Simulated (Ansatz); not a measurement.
Gd (hcp, Mg type)

```xyz
2
Lattice="3.6482 0.0000 0.0000 -1.8241 3.1594 0.0000 0.0000 0.0000 5.8343" Properties=species:S:1:pos:R:3 pbc="T T T"
Gd     0.0000     2.1063     4.3757
Gd     1.8241     1.0531     1.4586
```

Two coordinates are scanned: the volume, and the ratio of the stretch along z (the conventional c axis) to the stretch across it. Atoms keep their fractional coordinates.

Level of theory: PBE (plane waves to 420 eV, PAW, scalar-relativistic; Ansatz, a program for electronic structure). k mesh 15×15×8 (Γ-centred), Fermi-Dirac smearing 0.05 eV. Energies are smeared free energies. With partly filled bands, the response to shear is sensitive to the k mesh, so small differences along c/a are uncertain. Gd was relaxed with its symmetry unable to fall. Relaxed Gd ends ferromagnetic. The PAW data are Ansatz's earlier set. Other magnetic orders were not checked, so this need not be the ground state. The filling of the f shell was not checked against other fillings, so treat energies with care. The zero of ΔE is the relaxed starting cell.

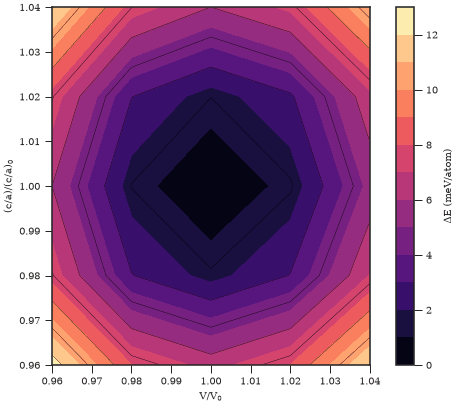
ΔE (meV/atom) over the 5×5 grid of computed points.

The modulus against c/a change at fixed volume, (3/4V)·∂²E/∂(ln c/a)² (fit, atoms clamped) is 28 GPa. Highest place on the grid: V/V₀ = 0.960, (c/a)/(c/a)₀ = 0.960 (13 meV/atom). Lowest place on the grid: V/V₀ = 1.000, (c/a)/(c/a)₀ = 1.000 (0 meV/atom).

Near the relaxed cell σzz − σxx = −2Cδ (compression positive), C being this modulus and δ the logarithm of the ratio.

(A scan under strain: stresses follow from slopes of the energy per volume, elastic moduli from its curvatures.)
